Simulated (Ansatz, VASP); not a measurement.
**Cross-check of BF between VASP and Ansatz**

Aim: how closely do two programs agree when they are given the same cell, functional and k mesh? The cell is generated by rule, not measured, and may not be a known phase. The cell comes out of the VASP series on this material, whose earlier steps may have relaxed, scaled or displaced it; both programs get it as it stands.

Main program and level: Ansatz 0.2.0; plane waves, with VASP 6.6.1 beside it; single point at PBE.

## Step 1: The starting structure

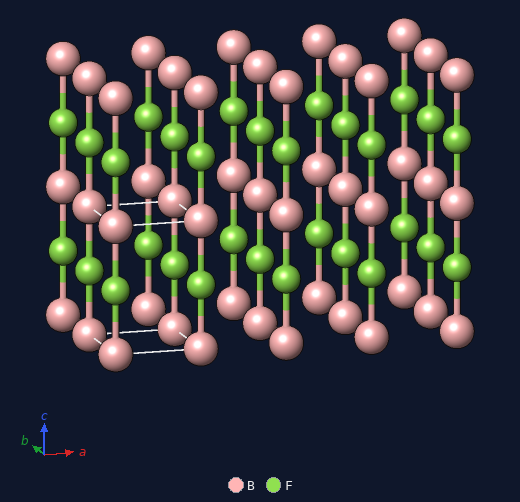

The cell as given, slightly off an axis (boron pink, fluorine green). 4×2×2 cells are drawn. Some periodic images of atoms are drawn too.

## Step 2: Ansatz: single point, PBE

Ansatz runs on its default PAW (the set named soft_2) files.

A single point gives forces, pressure and levels at one fixed geometry, so differences don't come from the geometry; what else differs is listed under the comparison.

File input.yaml:

```yaml
crystal:
  lattice:
    - [2.1863076332, 0.0, 0.0]
    - [0.0, 2.2389701292, 0.0]
    - [0.0, 0.0, 3.2281700825]
  atoms:
    - { symbol: B, position: [0.0, 0.0, 0.0] }
    - { symbol: F, position: [0.0, 0.0, 0.5] }
hamiltonian:
  xc: pbe
  pseudopotentials: { kind: paw }
kpoints:
  mp_grid: { grid: [10, 10, 7] }
scf:
  occupations: { method: fermi_dirac, width: 0.05 }
  n_extra_bands: 4
output:
  forces: true
  stress: true
  eigenvalues: true
```

Launch:

```
> ansatz run input.yaml --threads 2 --pin off --max-ram 4608MiB --backend cpu --events-out ev --progress --plain --runs-dir out
```

Numbers of over 12 decimals in the logs are rounded to 6 here.

The log of the run:

```text
scf.n_extra_bands = 4 over 5 filled bands (N_el = 10.0): the run solves 9 bands
Engine: ansatz 0.2.0, x86_64-unknown-linux-gnu
Pseudopotentials: kind: paw
Pseudopotential: B, paw, valence charge 3, recommended cutoff 420 eV (normal), B.paw.azcp
Pseudopotential: F, paw, valence charge 7, recommended cutoff 420 eV (normal), F.paw.azcp
Functional definition: PBE
  parameter kappa = 0.804
  parameter beta = 0.066725
  exchange = pbe_x(kappa = kappa, mu = beta*pi^2/3)
  correlation = pbe_c(beta = beta)
Crystal: 2 atoms, lattice volume = 15.802 Å³
Basis set: ecut = 420 eV, 319 PW (Γ), exchange–correlation on 30×30×48 points (8 copies of the dense FFT grid, shifted against one another)
Bands: 9, of which v1, the nominal top of the filled ones, is band 5 counted from 1 (4 counted from 0)
Symmetry: 8 space group operations
Space group: Pmmm (ITA 47), of the structure as read, at distance tolerance 2.5e-5 Å
k-points: 144 of 700
Non-local potential: B, projectors of the file, l = 0: 2, l = 1: 2, l = 2: 1
Non-local potential: F, projectors of the file, l = 0: 2, l = 1: 2, l = 2: 1
PAW form: soft (Blöchl's): semilocal exchange-correlation on the pseudo side does not see the compensation charge
PAW one-centre angular grid: B, 110 points (default); XC on 64 Gauss nodes
PAW one-centre angular grid: F, 110 points (default); XC on 64 Gauss nodes
Initial density: superposition of atomic densities (neutral atoms: chi_scale 0, normalization atom), corrected by the library's trained network
Initial wavefunctions: pseudopotential atomic-orbital guess
Functional: x = pbe(κ = 0.804, μ = 0.219515), c = pbe(β = 0.066725)
SCF iter   1: F=—  HF=-961.456497 eV  |F-HF|=—  |Δ(HF+E_count)|=         —  Δρ=9.68e-3  dr2=8.94e-3  ethr=1.77e-3  ⟨swp⟩=4.2  Hψ=7627  notcnv=0
preconditioner: auto → none  [metal: Δε(μ)=0.044 eV  Ē_g=19.110 eV  σ=0.050 eV  W_gap=0.21  n_scr=2 (ndim 8)  ℏωp=29.5 eV  f_vac=0.000  D(μ)=0.34/eV (n_scr^D=2)  sad-step TF]
SCF iter   2: F=—  HF=-961.456548 eV  |F-HF|=—  |Δ(HF+E_count)|=   5.05e-5  Δρ=5.55e-3  dr2=3.39e-3  ethr=8.94e-5  ⟨swp⟩=1.7  Hψ=2566  notcnv=0
SCF iter   3: F=—  HF=-961.456898 eV  |F-HF|=—  |Δ(HF+E_count)|=   3.50e-4  Δρ=6.77e-4  dr2=6.72e-5  ethr=3.39e-5  ⟨swp⟩=2.9  Hψ=2544  notcnv=0
SCF iter   4: F=—  HF=-961.457631 eV  |F-HF|=—  |Δ(HF+E_count)|=   7.33e-4  Δρ=1.67e-4  dr2=2.22e-6  ethr=6.72e-7  ⟨swp⟩=2.3  Hψ=1996  notcnv=0
iter 5 did not close the SCF: its close was put off for the readings that it lacked (scf_convergence_deferred on its scf_iter line)
SCF iter   5: F=-961.457632 eV  HF=-961.457632 eV  |F-HF|=5.79e-9  |Δ(HF+E_count)|=   4.39e-7  Δρ=1.92e-5  dr2=2.50e-8  ethr=2.22e-8  ⟨swp⟩=2.6  Hψ=2065  notcnv=0
SCF iter   6: F=-961.457632 eV  HF=-961.457632 eV  |F-HF|=1.64e-11  |Δ(HF+E_count)|=   9.04e-9  Δρ=3.20e-6  dr2=7.36e-10  ethr=2.50e-10  ⟨swp⟩=1.5  Hψ=4130  notcnv=0
SCF 1 converged in 6 iterations: F = -961.457632 eV  dr2 = 7.36e-10
  greatest PAW one-centre occupation: 0.933 electrons in one spin orbital (limit 2), on the F atom at site 1 (counted from 0), in its partial waves of l = 0
SCF converged after 6 iterations
Free energy (F): -961.457632 eV
Harris-Foulkes:  -961.457632 eV  (|F-HF|=1.64e-11)
Internal energy: -961.454934 eV  (E = F + TS)
E sigma→0 (E₀):  -961.456283 eV
Entropy (-TS):   -0.002698 eV (-1.349 meV/atom)
Fermi energy:    7.585965 eV
--- Per-component energies (eV) ---
  E_band       = -22.674348
  E_kinetic    = 249.326159
  E_local      = -585.315124  (includes V_loc(G=0)·N_el)
  E_nonlocal   = 85.393217
  E_hartree    = 216.863442
  E_xc         = -109.270021
  E_vxc        = -137.145449  (∫ρ·V_xc dr)
  E_paw        = -278.975917  (= ΣΔE_a)
  E_vpaw       = -68.661734  (= ΣTr[D̂ρ^β])
  E_aug_tail   = 0.001979  (compensation charges beyond the density's cutoff)
  E_ewald      = -539.478668
  E_smearing   = -0.002698  (= −TS)
  E_closure    = 0.000000  (closes the sum)
  Σ components = -961.457632   (vs F -961.457632, Δ=0.00e0)
--- Forces (eV/Å), atoms counted from 1 ---
  atom   1  B      0.00000000     0.00000000     0.00000000
  atom   2  F      0.00000000    -0.00000000     0.00000000
  max |Σ_I F_I| component: 2.40e-31 eV/Å
--- Stress (GPa, compression-positive) ---
        0.453077      -0.000000      -0.000000
       -0.000000       0.234174      -0.000000
       -0.000000      -0.000000      -0.350892
  P = ⅓ Tr σ = 0.1121 GPa (1.121 kbar)
--- Band table (eV; the first three rows and the last of 144) ---
  k-point 0: bands = ["-18.7786", "-2.9905", "0.3550", "3.8165", "4.1630", "17.1905", "17.9891", "18.1073", "22.0137"]
  k-point 1: bands = ["-18.7536", "-3.8233", "1.6252", "3.8554", "4.1982", "16.9984", "17.0982", "17.8112", "22.0916"]
  k-point 2: bands = ["-18.6965", "-4.9504", "3.9450", "4.0020", "4.2780", "14.8130", "16.5831", "17.4228", "22.0977"]
  k-point 143: bands = ["-16.4232", "-0.8267", "0.6033", "0.8435", "7.0757", "7.4626", "16.2689", "17.4153", "18.2674"]
```

The job ended after 1.1 s (2 threads of AMD EPYC 7R43, shared host; peak memory 0.33 GiB; 1.8 s of CPU time).

In the SCF lines HF is the Harris–Foulkes energy and dr2 the Hartree energy of the density residual, in eV; the loop may stop once dr2 is under the threshold and the program's other checks hold. Hψ counts applications of the Hamiltonian.

The run ends at a pressure of 0.11 GPa.

## Step 3: VASP: single point, PBE

The same cell, functional, mesh and smearing now go to VASP, with its own data sets and cutoff.

Lines of VASP's logs that name or quote its potential files are left out, and so is its time.

File INCAR:

```
SYSTEM = BF
PREC = Accurate
ENCUT = 520
EDIFF = 1E-06
NELM = 100
ISMEAR = -1
SIGMA = 0.05
LREAL = .FALSE.
ALGO = Normal
GGA = PE
LORBIT = 11
LWAVE = .FALSE.
LCHARG = .TRUE.
ISIF = 2
LELF = .TRUE.
LVHAR = .TRUE.
```

File POSCAR:

```
BF
1.0
    2.1863076332      0.0000000000      0.0000000000
    0.0000000000      2.2389701292      0.0000000000
    0.0000000000      0.0000000000      3.2281700825
B F
1 1
Direct
    0.0000000000      0.0000000000      0.0000000000
    0.0000000000      0.0000000000      0.5000000000
```

File KPOINTS:

```
Automatic mesh
0
Gamma
10 10 7
0 0 0
```

PAW data sets: B and F (PBE family, release 64).

Launch:

```
> mpirun -np 1 vasp_std
```

The log of the run:

```text
[banner, memory and clock lines left out]
running    1 mpi-ranks, on    1 nodes
 distrk:  each k-point on    1 cores,    1 groups
 distr:  one band on    1 cores,    1 groups

 POSCAR found type information on POSCAR B F
 POSCAR found :  2 types and       2 ions
 LDA part: xc-table for (Slater+PW92), standard interpolation
 POSCAR, INCAR and KPOINTS ok, starting setup
 FFT: planning ... GRIDC
 FFT: planning ... GRID_SOFT
 FFT: planning ... GRID
 WAVECAR not read
 entering main loop
       N       E                     dE             d eps       ncg     rms          rms(c)
DAV:   1     0.291736192045E+02    0.29174E+02   -0.65497E+03  2688   0.110E+03
DAV:   2    -0.799812828923E+01   -0.37172E+02   -0.35852E+02  3203   0.197E+02
DAV:   3    -0.876892724304E+01   -0.77080E+00   -0.76765E+00  2972   0.272E+01
DAV:   4    -0.877107160968E+01   -0.21444E-02   -0.21441E-02  3012   0.138E+00
DAV:   5    -0.877107524507E+01   -0.36354E-05   -0.36353E-05  2954   0.502E-02    0.430E+00
DAV:   6    -0.847551843138E+01    0.29556E+00   -0.19687E+00  2634   0.137E+01    0.158E+00
DAV:   7    -0.847692172805E+01   -0.14033E-02   -0.37760E-02  2679   0.214E+00    0.924E-01
DAV:   8    -0.848068922652E+01   -0.37675E-02   -0.73946E-03  2797   0.101E+00    0.837E-02
DAV:   9    -0.848072329518E+01   -0.34069E-04   -0.54776E-04  2909   0.236E-01    0.374E-02
DAV:  10    -0.848074823801E+01   -0.24943E-04   -0.75149E-05  2642   0.898E-02    0.422E-03
DAV:  11    -0.848074858748E+01   -0.34947E-06   -0.14915E-06  2454   0.133E-02
   1 F= -.84807486E+01 E0= -.84794062E+01  d E =-.268479E-02
```

Parts of OUTCAR (step 3):

```text
ion  position               nearest neighbor table
   1  0.000  0.000  0.000-   2 1.61   2 1.61
   2  0.000  0.000  0.500-   1 1.61   1 1.61

  LATTYP: Found a simple orthorhombic cell.
 ALAT       =     2.1863076332
 B/A-ratio  =     1.0240874135
 C/A-ratio  =     1.4765397300

 Subroutine GETGRP returns: Found  8 space group operations
 (whereof  8 operations were pure point group operations)

The static configuration has the point symmetry D_2h.

 Found    144 irreducible k-points:

   k-points           NKPTS =    144   k-points in BZ     NKDIM =    144   number of bands    NBANDS=      9

   dimension x,y,z NGX =    16 NGY =   18 NGZ =   24
   dimension x,y,z NGXF=    32 NGYF=   36 NGZF=   48

   ENCUT  =  520.0 eV  38.22 Ry    6.18 a.u.   4.07  4.16  6.00*2*pi/ulx,y,z

   NELECT =      10.0000    total number of electrons

 k-points in reciprocal lattice and weights: Automatic mesh
   0.00000000  0.00000000  0.00000000       0.001
   0.10000000  0.00000000  0.00000000       0.003
   0.20000000  0.00000000  0.00000000       0.003
   0.30000000  0.00000000  0.00000000       0.003
   0.40000000  0.00000000  0.00000000       0.003
   0.50000000  0.00000000  0.00000000       0.001
   0.00000000  0.10000000  0.00000000       0.003
   0.10000000  0.10000000  0.00000000       0.006
   0.20000000  0.10000000  0.00000000       0.006
[...]
0.40000000  0.50000000  0.42857143       0.006
   0.50000000  0.50000000  0.42857143       0.003

 average (electrostatic) potential at core
       1 -30.0988       2 -76.4256

 E-fermi :   4.5434

 k-point     1 :       0.0000    0.0000    0.0000
  band No.  band energies     occupation
      1     -21.8168      2.00000
      2      -6.0480      2.00000
      3      -2.6929      2.00000
      4       0.8017      2.00000
      5       1.1511      2.00000
      6      14.1513      0.00000
      7      14.9533      0.00000
      8      15.0538      0.00000
      9      18.9625      0.00000

 k-point     2 :       0.1000    0.0000    0.0000
  band No.  band energies     occupation
      1     -21.7008      2.00000
      2      -5.9362      2.00000
      3      -2.6378      2.00000
      4       0.7764      2.00000
      5       0.8537      2.00000
      6      13.5978      0.00000
      7      14.3045      0.00000
      8      15.1301      0.00000
      9      19.3601      0.00000

 k-point     3 :       0.2000    0.0000    0.0000
  band No.  band energies     occupation
      1     -21.3820      2.00000
      2      -5.6328      2.00000
      3      -2.7586      2.00000
      4       0.2192      2.00000
      5       0.9915      2.00000
      6      10.9782      0.00000
      7      14.7333      0.00000
      8      15.3634      0.00000
      9      20.3546      0.00000

  Total        0.0097258     -0.0152946     -0.0014271      0.0000000      0.0000000      0.0000000
  in kB        0.9860995     -1.5507138     -0.1446902      0.0000000      0.0000000      0.0000000
  external PRESSURE =      -0.2364348 kB  Pullay stress =       0.0000000 kB

  energy-cutoff  :      520.00
  volume of cell :       15.80
      direct lattice vectors                 reciprocal lattice vectors
     2.186307633  0.000000000  0.000000000     0.457392173  0.000000000  0.000000000
     0.000000000  2.238970129  0.000000000     0.000000000  0.446633918  0.000000000
     0.000000000  0.000000000  3.228170083     0.000000000  0.000000000  0.309773021

 POSITION                                       TOTAL-FORCE (eV/Angst)
 -----------------------------------------------------------------------------------
      0.00000      0.00000      0.00000         0.000000      0.000000      0.000000
      0.00000      0.00000      1.61409         0.000000      0.000000      0.000000
 -----------------------------------------------------------------------------------
    total drift:                               -0.000000      0.000000      0.000000

  FREE ENERGIE OF THE ION-ELECTRON SYSTEM (eV)
  ---------------------------------------------------
  free  energy   TOTEN  =        -8.4807485875 eV

  energy  without entropy=       -8.4780637943  energy(sigma->0) =       -8.47940619

 total charge
# of ion       s       p       d       tot
------------------------------------------
    1        0.625   0.851   0.000   1.476
    2        1.752   4.388   0.000   6.140
--------------------------------------------------
tot          2.376   5.239   0.000   7.616

[... 3 further parts left out ...]
```

The run ends at a pressure of -0.02 GPa.

## Step 4: Side by side

Known differences besides the PAW data sets themselves: the cutoff is 420 eV in Ansatz and 520 eV in VASP; VASP leaves aspherical gradient terms in its spheres out (LASPH is not set), Ansatz keeps them. Total energies have different zeros and are not compared.

The two programs side by side:

```
      quantity  Ansatz   VASP  difference
pressure (GPa)    0.11  -0.02       +0.14
```

Ansatz's pressure holds a Pulay correction of 0.85 GPa; VASP's holds none.

## Step 5: Outcome

```json
{"difference in pressure (single point, PBE)": "0.14 GPa"}
```

**Reading.** The difference in pressure is 0.14 GPa (single point, PBE), within the 1 GPa picked in this series as the mark of a large difference. How closely two codes agree says nothing of how well the functional describes the real material.

[Lines on the potential files, build, host, timing and source positions are cut from VASP's logs without a mark.]

[Logs are printed without paths, hosts, clocks, repeated set-up lines and the standing remarks that a program may print on its own settings, such as how far it seeks lower states.]

[Hosts, paths, dates, database ids (printed as entryN), source tags and the programs' standing remarks are cut or masked in the printed files.]
